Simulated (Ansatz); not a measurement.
Geometry relaxation of C2H8AlN (part 2 of 2)

The same run, continued: C2H8AlN; RHF/STO-3G (Ansatz 0.2.0). It belongs to a series of runs on one base structure; here: end point A relaxed.

Geometry of the input (Å):
```
C  -1.0214  1.1257  0.0211
C  0.0323  0.6160  0.8972
Al 1.2566  -0.5443  -0.1519
N  0.6974  -2.0860  -1.0359
H  -1.6624  0.3327  -0.4450
H  -1.7462  1.8270  0.6122
H  -0.6102  1.7867  -0.8053
H  0.6521  1.4749  1.3334
H  -0.4064  0.0340  1.7596
H  2.8415  -0.1722  -0.2032
H  -0.1376  -1.7699  -1.6597
H  0.1813  -2.6798  -0.2885
```

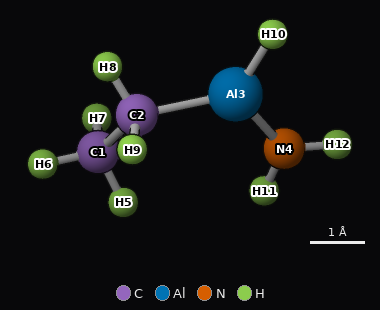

The geometry at step 15 of the log (ball-and-stick view, seen at an oblique angle; atoms are numbered from 1 in the order of the input).

### Trajectory as extended XYZ (Å, eV, eV/Å), 9 of the 30 frames kept, from step=1 to step=30
```
12
Properties=species:S:1:pos:R:3:forces:R:3 step=1 energy=-10128.58500
C    -1.0214    1.1257    0.0211   -4.7300   4.0514  -1.6683
C     0.0323    0.6160    0.8972    4.4262  -2.0622   2.4707
Al    1.2566   -0.5443   -0.1519    2.2479   0.2475   0.3576
N     0.6974   -2.0860   -1.0359   -2.5077   1.1458   1.0595
H    -1.6624    0.3327   -0.4450    0.9333   0.9276   0.5440
H    -1.7462    1.8270    0.6122    1.6063  -1.8381  -1.6475
H    -0.6102    1.7867   -0.8053   -0.6740  -1.3280   1.2092
H     0.6521    1.4749    1.3334   -1.5311  -1.7395  -0.7640
H    -0.4064    0.0340    1.7596    0.6461   1.0804  -1.2725
H     2.8415   -0.1722   -0.2032   -3.0903  -0.6984   0.0271
H    -0.1376   -1.7699   -1.6597    1.7257  -0.9045   1.3213
H     0.1813   -2.6798   -0.2885    0.9476   1.1180  -1.6371
12
Properties=species:S:1:pos:R:3:forces:R:3 step=5 energy=-10129.68477
C    -1.0535    1.1610    0.0050   -0.0616   0.0620   0.0772
C     0.1024    0.5960    0.8623   -0.0194  -0.0397  -0.1110
Al    1.2855   -0.5462   -0.1078   -0.0353   0.0272  -0.0122
N     0.6292   -1.9531   -0.9783    0.3803   0.5258  -0.2345
H    -1.6637    0.3704   -0.4227    0.0253  -0.0675  -0.0047
H    -1.7158    1.7908    0.5921   -0.0234   0.0470   0.0145
H    -0.6827    1.7655   -0.8179    0.0295   0.0348  -0.0407
H     0.6350    1.4319    1.3047   -0.0050  -0.0094  -0.0138
H    -0.3411    0.0539    1.6930    0.0164  -0.0032   0.0108
H     2.7318   -0.2689   -0.1260    0.0170  -0.0617   0.0115
H    -0.1581   -1.7590   -1.6043   -0.0884  -0.0441   0.1158
H     0.3081   -2.6976   -0.3661   -0.2354  -0.4712   0.1871
12
Properties=species:S:1:pos:R:3:forces:R:3 step=8 energy=-10129.73410
C    -1.0642    1.1792    0.0005    0.0688  -0.0368  -0.0183
C     0.0937    0.6045    0.8497   -0.0560   0.1003  -0.0612
Al    1.2803   -0.5500   -0.0963    0.1014  -0.0690  -0.0122
N     0.6299   -1.9271   -1.0083   -0.2974  -0.2048   0.1203
H    -1.6761    0.3845   -0.4189   -0.0284   0.0157  -0.0053
H    -1.7181    1.8196    0.5869   -0.0067  -0.0001   0.0079
H    -0.6882    1.7737   -0.8290   -0.0285   0.0105   0.0030
H     0.6345    1.4368    1.2877    0.0020   0.0148   0.0129
H    -0.3474    0.0679    1.6856    0.0170  -0.0065   0.0015
H     2.7376   -0.3195   -0.0744   -0.0620  -0.0655   0.0746
H    -0.2599   -1.7393   -1.4919    0.1277  -0.1418   0.2487
H     0.4550   -2.7855   -0.4575    0.1620   0.3832  -0.3720
12
Properties=species:S:1:pos:R:3:forces:R:3 step=12 energy=-10130.05964
C    -1.1088    1.1710   -0.0017   -0.0528   0.0510  -0.0375
C     0.1188    0.7028    0.8087    0.0513  -0.1038   0.0566
Al    1.2401   -0.6181    0.0071    0.3686   0.3825   0.2787
N     0.5581   -1.7850   -1.0659   -0.3717  -0.8161   0.1176
H    -1.7379    0.3349   -0.3009    0.0525   0.0273   0.0254
H    -1.7313    1.8507    0.5767    0.0080  -0.0052  -0.0223
H    -0.8147    1.6972   -0.9066    0.0167  -0.0261  -0.0073
H     0.6953    1.5772    1.1005   -0.0566  -0.0423  -0.0707
H    -0.2501    0.2810    1.7418    0.0046   0.0575   0.0057
H     2.6828   -0.6978    0.3211   -0.1433  -0.0464  -0.0217
H    -0.4578   -1.8049   -1.2006    0.2726  -0.1341  -0.0583
H     0.8825   -2.7643   -1.0463   -0.1499   0.6558  -0.2661
12
Properties=species:S:1:pos:R:3:forces:R:3 step=15 energy=-10130.15787
C    -1.1023    1.1347   -0.0053   -0.0218   0.2220   0.0585
C     0.1242    0.7244    0.8387   -0.0321  -0.1234   0.0881
Al    1.2181   -0.6438    0.0959    0.1078  -0.0127  -0.0340
N     0.4926   -1.8115   -0.9292   -0.0871   0.1237   0.0709
H    -1.7608    0.2950   -0.2124    0.0780  -0.0505   0.0229
H    -1.6958    1.8865    0.5091   -0.0446   0.0176  -0.0219
H    -0.8059    1.5626   -0.9597    0.0141  -0.0424  -0.0237
H     0.7104    1.6132    1.0546   -0.0484   0.0032  -0.0736
H    -0.2401    0.3833    1.8046   -0.0211   0.0315   0.0149
H     2.6583   -0.7637    0.3850   -0.0194  -0.0156  -0.0015
H    -0.4830   -1.8249   -1.2099   -0.0097  -0.0302  -0.0104
H     0.9615   -2.6111   -1.3373    0.0841  -0.1233  -0.0904
12
Properties=species:S:1:pos:R:3:forces:R:3 step=19 energy=-10130.16344
C    -1.1140    1.1152    0.0117   -0.0360   0.0247  -0.0244
C     0.1282    0.7349    0.8490   -0.0341   0.0281   0.0233
Al    1.2036   -0.6622    0.1268    0.0734  -0.0755  -0.0157
N     0.4992   -1.7870   -0.9628   -0.0008   0.0018  -0.0007
H    -1.7892    0.2697   -0.1067    0.0483   0.0511   0.0116
H    -1.6809    1.9201    0.4766    0.0214  -0.0392  -0.0283
H    -0.8342    1.4507   -0.9856   -0.0232  -0.0234   0.0624
H     0.7279    1.6303    0.9885   -0.0248  -0.0201  -0.0052
H    -0.2127    0.4601    1.8448    0.0215   0.0050  -0.0385
H     2.6277   -0.8347    0.4725   -0.0616   0.0098  -0.0141
H    -0.4668   -1.7901   -1.2783    0.0382   0.0070   0.0036
H     0.9882   -2.5623   -1.4025   -0.0222   0.0308   0.0259
12
Properties=species:S:1:pos:R:3:forces:R:3 step=23 energy=-10130.16629
C    -1.1385    1.0784    0.0370   -0.0056  -0.0295  -0.0399
C     0.1495    0.7613    0.8295    0.0222   0.0193   0.0624
Al    1.1940   -0.6900    0.1655   -0.0096  -0.0298  -0.0313
N     0.5171   -1.7417   -1.0123   -0.0075   0.0456   0.0263
H    -1.8156    0.2264    0.0220    0.0371   0.0499   0.0025
H    -1.6806    1.9162    0.4698   -0.0051  -0.0051  -0.0050
H    -0.9165    1.3358   -0.9972   -0.0131  -0.0163   0.0599
H     0.7528    1.6659    0.8691   -0.0418  -0.0674  -0.0073
H    -0.1329    0.5613    1.8617    0.0175   0.0253  -0.0759
H     2.5675   -0.9597    0.6311   -0.0496   0.0067  -0.0194
H    -0.4133   -1.6710   -1.4163    0.0693   0.0022   0.0284
H     0.9934   -2.5381   -1.4260   -0.0138  -0.0008  -0.0007
12
Properties=species:S:1:pos:R:3:forces:R:3 step=26 energy=-10130.16769
C    -1.1521    1.0570    0.0550   -0.0069  -0.0252  -0.0176
C     0.1608    0.7737    0.8185   -0.0039   0.0252   0.0216
Al    1.1823   -0.7089    0.1908   -0.0952   0.0133  -0.0769
N     0.5338   -1.7131   -1.0417   -0.0312   0.0228   0.0043
H    -1.8292    0.2071    0.1028    0.0104   0.0224  -0.0014
H    -1.6802    1.9154    0.4647    0.0105  -0.0114  -0.0033
H    -0.9642    1.2637   -0.9962   -0.0035  -0.0029   0.0276
H     0.7663    1.6760    0.7911   -0.0059  -0.0233  -0.0015
H    -0.0864    0.6294    1.8674    0.0072   0.0014  -0.0211
H     2.5162   -1.0331    0.7174    0.0619  -0.0205   0.0346
H    -0.3695   -1.5993   -1.4947    0.0626  -0.0025   0.0361
H     0.9992   -2.5231   -1.4410   -0.0060   0.0007  -0.0023
12
Properties=species:S:1:pos:R:3:forces:R:3 step=30 energy=-10130.16835
C    -1.1647    1.0398    0.0717    0.0005  -0.0009   0.0000
C     0.1702    0.7855    0.8058   -0.0014   0.0003  -0.0004
Al    1.1705   -0.7228    0.2072    0.0001   0.0012  -0.0002
N     0.5502   -1.6900   -1.0669   -0.0002   0.0001  -0.0001
H    -1.8402    0.1940    0.1720    0.0002   0.0008  -0.0002
H    -1.6799    1.9138    0.4635    0.0002  -0.0004   0.0000
H    -1.0079    1.2061   -0.9912   -0.0001   0.0001   0.0009
H     0.7762    1.6834    0.7215    0.0001  -0.0008  -0.0001
H    -0.0437    0.6853    1.8664    0.0007  -0.0001  -0.0003
H     2.4672   -1.0990    0.7965   -0.0020   0.0005  -0.0005
H    -0.3269   -1.5411   -1.5569    0.0034  -0.0002   0.0018
H     1.0060   -2.5103   -1.4556   -0.0016  -0.0005  -0.0010
```

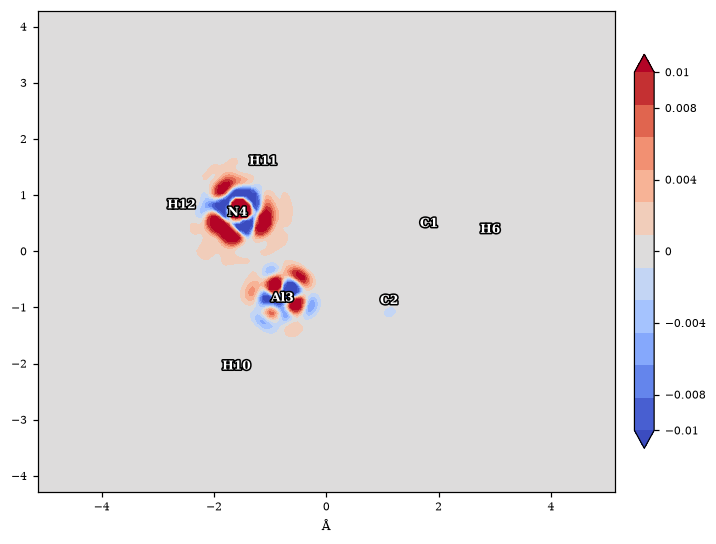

One frontier orbital on the plane of atoms N4, Al3 and H10 (values in Å⁻³ᐟ²; the overall sign is arbitrary). The HOMO, at −7.93 eV.

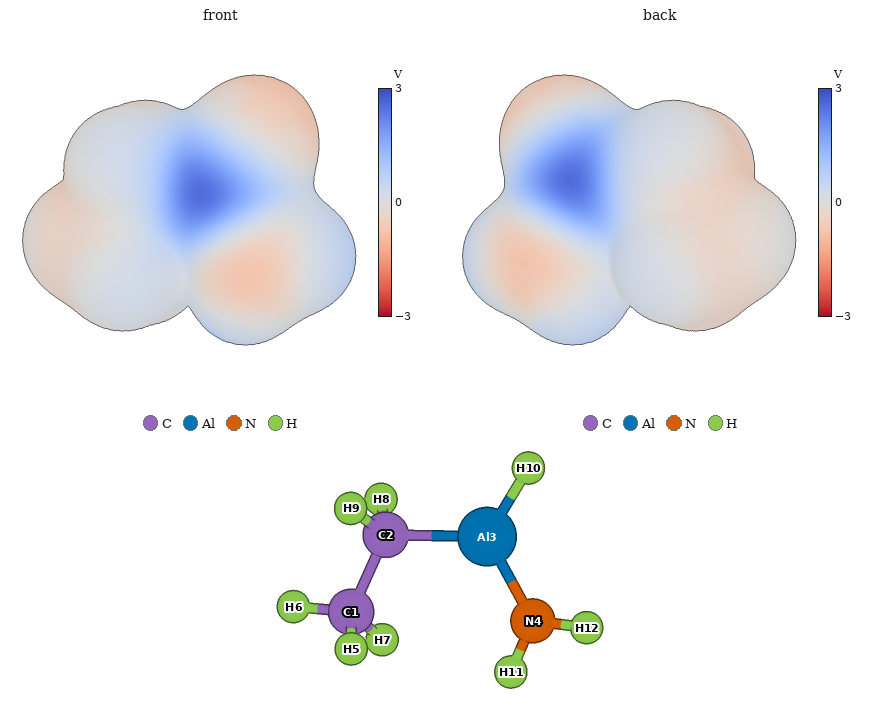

The electrostatic potential painted on the density surface at 0.001 e/bohr³, seen at a tilt and from behind; the colour scale runs from red (negative) to blue (positive). The bare structure is drawn below in the same view.

### Key numbers

| quantity | value |
| --- | --- |
| outcome | converged |
| total energy | −10130.1683 eV |
| mean-field energy | −10130.1683 eV |
| largest force (length of the vector) at the end | 0.004 eV/Å |
| hardware | 1 thread of Intel Xeon (Sapphire Rapids), 64 GiB of memory available, shared host |
| wall time | 24 s |
| peak memory | 0.12 GiB |
